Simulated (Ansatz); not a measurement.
Hypothetical zinc blende CsBr, response to strain

The reference is CsBr in the zinc blende structure (space group F-43m, No. 216; a = 8.193 Å; a hypothetical phase, not in the database extracts checked).

Strains are applied to the cell and any free atomic positions relax.

Method: PBE (Ansatz, a first-principles code), no spin-orbit coupling.

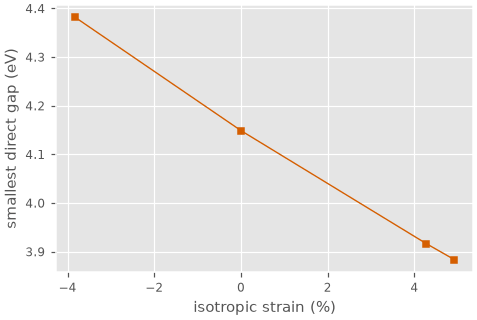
Fig. 1. Smallest direct gap against isotropic strain

```tsv
isotropic strain (%)	smallest direct gap
-3.83	4.38 eV
4.27	3.92 eV
4.92	3.88 eV
```

Whether these cells are dynamically stable was not tested.
